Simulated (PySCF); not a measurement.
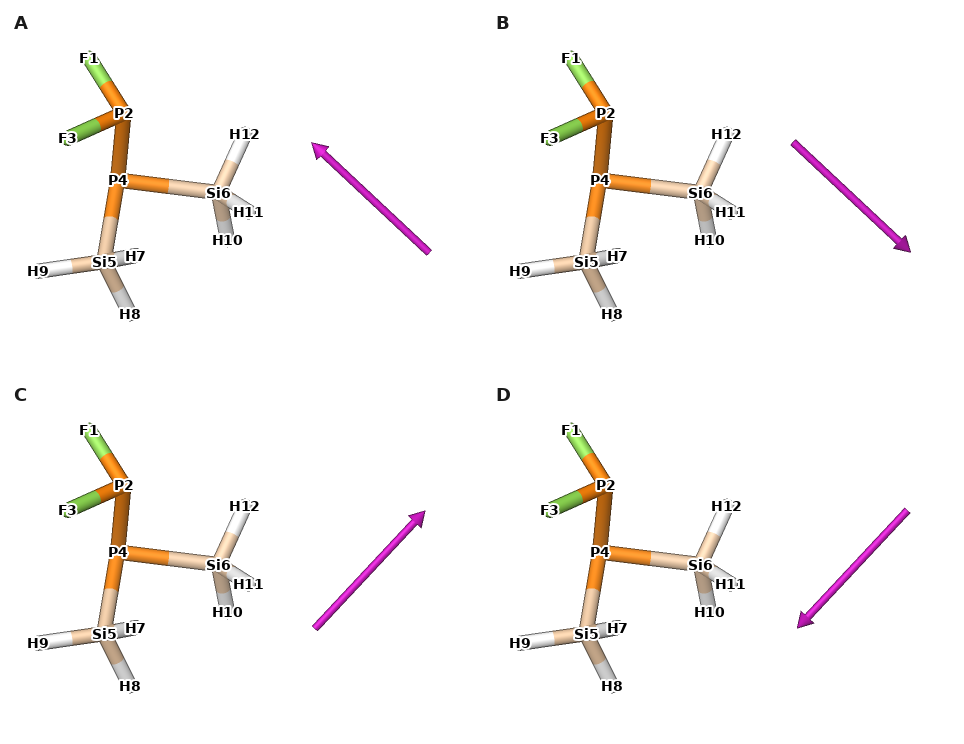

The same molecule four times, each with an arrow. The geometry was computed by an optimisation with PBE0-D3(BJ)/def2-SVP. No frequency run is at hand to confirm it as a minimum. Properties computed with PBE0/pcSseg-2, gas phase (PySCF 2.14.0).

> Which arrow points along the dipole moment, from the negative to the positive end?

B. The dipole moment is 2.12 D; it points from the side of F1 to the side of H10 (the outermost atoms at the two ends).
